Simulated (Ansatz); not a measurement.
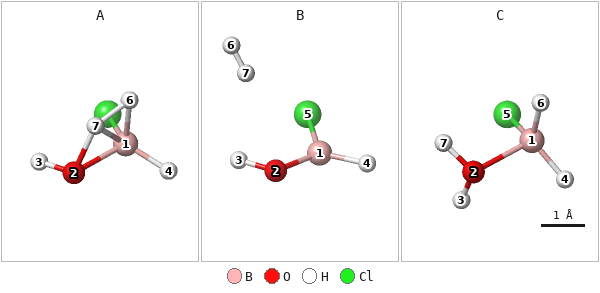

3 geometries from a converged minimum-energy path of BH4OCl, made up of BH2OCl and H2, shuffled. Style: ball-and-stick. Shown from a free direction.

These are results of RKS r2SCAN-D4/6-31G* (Ansatz 0.2.0), not measurements. Settings: 7 movable images; climbing image; force threshold 0.03 eV/Å; iteration limit 60; starting path through a guess of the saddle point.

Q: One of them is the converged climbing image. Which?

A: A. In order along the path, whose images run from 0 to 8: B (image 0, 0.00 eV), A (image 5, +1.96 eV), C (image 8, +0.81 eV). Breaking: H6–H7 (0.74 → 1.03 at the top → 2.47 Å). Forming: B1–H6 (3.96 → 1.34 at the top → 1.20 Å), O2–H7 (2.76 → 1.28 at the top → 0.98 Å).

Limits of the set-up: the start holds two separate molecules, 2.7 Å apart at their closest, whose relative position is a soft coordinate.

The run took 4.5 min on 1 thread of Arm Neoverse V1 (shared host), peak memory 0.11 GiB.
